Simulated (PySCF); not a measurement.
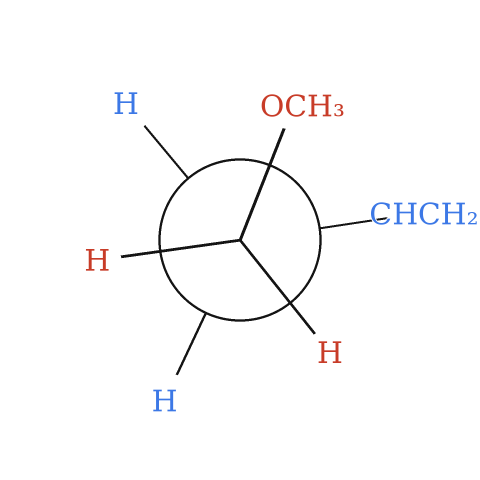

A Newman projection along the Si–C bond, silicon in front; angles are drawn as computed, but eclipsed bonds slightly apart. Computed geometry: PBE0-D3(BJ)/def2-SVP optimisation. No frequency run is at hand to confirm it as a minimum.

### Which molecule is it?

C4H10OSi, C=CC[SiH2]OC

### What is the torsion angle from the front OCH3 to the back CHCH2? The sign is positive where the front bond must turn clockwise to cover the back bond.

60°, synclinal (gauche). The conformation about this bond is staggered.
